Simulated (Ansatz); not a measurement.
**doublet HCl+: levels of theory compared**

Wanted: a comparison of 4 runs (U-wB97M-V/def2-TZVPPD, UCAM-B3LYP/def2-TZVPPD, UPBE0/def2-TZVPPD, USVWN5/def2-TZVPPD) of doublet HCl+. 

The results are computed with Ansatz 0.2.0.

32 further runs of the same task are left out: 32 set aside as unsound or not needed.

**1. The structure to begin with**

The species is HCl+ (2 atoms), meant as a doublet with charge +1. As SMILES of the parent species, `Cl`. The coordinates come from a PBE0-D4/def2-TZVP relaxation. That shape belongs to the parent species and isn't relaxed for this state.

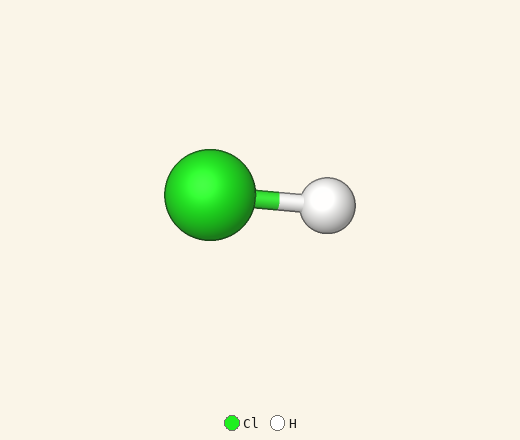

Viewed from a chosen angle; chlorine green, hydrogen white.

**2. The energy at U-wB97M-V/def2-TZVPPD (run 1)**

run.yaml reads:

```yaml
crystal:
  periodic: [false, false, false]
  atoms:
    - {symbol: Cl, position_ang: [0.546000, -0.178500, 0.280800]}
    - {symbol: H, position_ang: [-0.546000, 0.178500, -0.280800]}
basis:
  gaussian: {orbitals: def2-TZVPPD.json}
total_charge: 1
magnetization: {spin_polarized: true, initial_magnetization: 1}
hamiltonian: {xc: {name: wB97M-V}}
accuracy: high
output: {orbitals: {seedname: orbitals}}
```

The basis set def2-TZVPPD is read from a file made from the Basis Set Exchange's data (not shown).

Started as:

```sh
ansatz run run.yaml --threads 1 --pin off --max-ram 3480MiB --events-out events.jsonl --progress --plain --runs-dir runs
```

Standard output:

```text
Warning: RAYON_NUM_THREADS=1 ignored (pool sized by the plan → 1); use --threads N
Functional definition: wB97M-V
  name "wB97M-V"
  parameter omega = 0.3/bohr
  parameter cx = 0.15
  parameter cx01 = 1.007
  parameter cx10 = 0.259
  parameter css00 = 0.443
  parameter css04 = -1.437
  parameter css10 = -4.535
  parameter css20 = -3.390
  parameter css43 = 4.278
  parameter cos00 = 1.000
  parameter cos10 = 1.358
  parameter cos20 = 2.924
  parameter cos21 = -8.812
  parameter cos60 = -1.390
  parameter cos61 = 9.142
  parameter b = 6.0
  parameter c = 0.01
  gx(w, u) = 1 - cx + cx01*u + cx10*w
  gss(w, u) = css00 + css04*u^4 + css10*w + css20*w^2 + css43*w^4*u^3
  gos(w, u) = cos00 + cos10*w + (cos20 + cos21*u)*w^2 + (cos60 + cos61*u)*w^6
  exchange = spin_sum(e_x_unif_sr(omega)*gx(b97_w, b97_u_x)) + cx*exact_x_sr(omega) + exact_x_lr(omega)
  correlation = spin_sum(e_c_pw_mod_same_spin*gss(b97_w, b97_u_same))
      + integral(e_c_pw_mod_opposite_spin*gos(b97_w_opposite, b97_u_opposite)) + vv10(b, c)
849 factors; integrals over basis functions are off by at most 3.7e-9 eV
202 factors; integrals over basis functions are off by at most 1.8e-9 eV
mean field evaluation 1: about -12525.4538 eV, gradient 1.2e1 eV
mean field evaluation 2: about -12525.9210 eV, gradient 6.3e0 eV
mean field evaluation 4: about -12526.0109 eV, gradient 5.0e-1 eV
mean field evaluation 8: about -12526.0384 eV, gradient 5.9e-2 eV
mean field evaluation 16: about -12526.0384 eV, gradient 1.7e-5 eV
mean field -12526.03838446 eV, -460.3234201750 hartree, gradient 8.2e-8 eV, S^2 0.752492; 0 other end points of the search recorded, 0 dependent functions left out
reference -12526.03838701 eV, -460.3234202689 hartree; 9, 8 occupied and 59, 60 virtual orbitals, 849 factors
Total energy: -12526.03838701 eV, -460.3234202689 hartree
```

Wall time 13 s (1 thread of Arm Neoverse V2, shared host); peak memory 0.33 GiB.

**3. A single-point energy at UCAM-B3LYP/def2-TZVPPD (run 2)**

job.yaml reads:

```yaml
basis:
  gaussian:
    orbitals: def2-TZVPPD.json
crystal:
  periodic: [false, false, false]
  atoms:
    - {symbol: Cl, position_ang: [0.546000, -0.178500, 0.280800]}
    - {symbol: H, position_ang: [-0.546000, 0.178500, -0.280800]}
output: {orbitals: {seedname: orbitals}}
total_charge: 1
accuracy: high
magnetization:
  spin_polarized: true
  initial_magnetization: 1
hamiltonian:
  xc: {name: CAM-B3LYP}
```

The basis set def2-TZVPPD is read from a file made from the Basis Set Exchange's data (not shown).

Started as:

```sh
ansatz run job.yaml --threads 1 --pin off --max-ram 3480MiB --events-out events.jsonl --progress --plain --runs-dir runs
```

Standard output:

```text
Warning: RAYON_NUM_THREADS=1 ignored (pool sized by the plan → 1); use --threads N
Functional definition: CAM-B3LYP
  name "CAM-B3LYP"
  parameter alpha = 0.19
  parameter beta = 0.46
  parameter omega = 0.33/bohr
  parameter ac = 0.81
  exchange = (1 - alpha - beta)*b88_x + beta*b88_x_sr(omega) + alpha*exact_x + beta*exact_x_lr(omega)
  correlation = (1 - ac)*vwn5_c + ac*lyp_c
849 factors; integrals over basis functions are off by at most 3.7e-9 eV
217 factors; integrals over basis functions are off by at most 1.4e-9 eV
mean field evaluation 1: about -12526.4194 eV, gradient 1.4e1 eV
mean field evaluation 2: about -12526.9625 eV, gradient 8.6e0 eV
mean field evaluation 4: about -12527.1370 eV, gradient 6.2e-1 eV
mean field evaluation 8: about -12527.1473 eV, gradient 1.1e-2 eV
mean field evaluation 16: about -12527.1473 eV, gradient 7.9e-6 eV
mean field -12527.14731438 eV, -460.3641725981 hartree, gradient 9.4e-8 eV, S^2 0.753735; 0 other end points of the search recorded, 0 dependent functions left out
reference -12527.14732568 eV, -460.3641730132 hartree; 9, 8 occupied and 59, 60 virtual orbitals, 849 factors
Total energy: -12527.14732568 eV, -460.3641730132 hartree
```

Wall time 2.4 s (1 thread of Arm Neoverse V2, shared host); peak memory 0.15 GiB.

Run 3 isn't shown in full; the table further down has it.

**4. The energy at USVWN5/def2-TZVPPD (run 4)**

in.yaml reads:

```yaml
crystal:
  periodic: [false, false, false]
  atoms:
    - {symbol: Cl, position_ang: [0.546000, -0.178500, 0.280800]}
    - {symbol: H, position_ang: [-0.546000, 0.178500, -0.280800]}
basis:
  gaussian:
    orbitals: def2-TZVPPD.json
total_charge: 1
magnetization:
  spin_polarized: true
  initial_magnetization: 1
hamiltonian:
  xc: {name: SVWN5}
accuracy: high
output: {orbitals: {seedname: orbitals}}
```

The basis set def2-TZVPPD is read from a file made from the Basis Set Exchange's data (not shown).

Started as:

```sh
ansatz run in.yaml --threads 1 --pin off --max-ram 3480MiB --events-out events.jsonl --progress --plain --runs-dir runs
```

Standard output:

```text
Warning: RAYON_NUM_THREADS=1 ignored (pool sized by the plan → 1); use --threads N
Functional definition: SVWN5
  name "SVWN5"
  exchange = slater_x
  correlation = vwn5_c
849 factors; integrals over basis functions are off by at most 3.7e-9 eV
mean field evaluation 1: about -12484.3444 eV, gradient 1.9e1 eV
mean field evaluation 2: about -12484.5959 eV, gradient 1.9e1 eV
mean field evaluation 4: about -12485.6299 eV, gradient 6.1e0 eV
mean field evaluation 8: about -12485.7036 eV, gradient 4.4e0 eV
mean field evaluation 16: about -12485.7852 eV, gradient 3.9e-7 eV
mean field evaluation 32: about -12485.7852 eV, gradient 1.5e-1 eV
mean field -12485.78518361 eV, -458.8441423286 hartree, gradient 1.1e-8 eV, S^2 0.751730; 2 other end points of the search recorded, 0 dependent functions left out
reference -12485.78518544 eV, -458.8441423959 hartree; 9, 8 occupied and 59, 60 virtual orbitals, 849 factors
Total energy: -12485.78518544 eV, -458.8441423959 hartree
```

Wall time 1.6 s (1 thread of Arm Neoverse V2, shared host); peak memory 0.12 GiB.

**5. The series**

| run | level | energy (Eh) | HOMO energy (eV) | LUMO energy (eV) | ⟨S²⟩ | wall time |
| --- | --- | --- | --- | --- | --- | --- |
| 1 | U-wB97M-V/def2-TZVPPD | -460.323420 | -21.77 | -13.59 | 0.752 | 13 s |
| 2 | UCAM-B3LYP/def2-TZVPPD | -460.364173 | -20.89 | -14.67 | 0.754 | 2.4 s |
| 3 | UPBE0/def2-TZVPPD | -460.199811 | -19.41 | -15.87 | 0.755 | 2.1 s |
| 4 | USVWN5/def2-TZVPPD | -458.844142 | -17.88 | – | 0.752 | 1.6 s |

**6. What came out**

| quantity | value |
| --- | --- |
| run 4: total energy | -458.84414 Eh |
| run 4: HOMO energy (highest over α and β) | -17.88 eV |
| run 4: ⟨S²⟩ | 0.752 |

**Reading.** Totals of different functionals can't be ranked against each other. All runs together took 19 s, the longest 13 s.
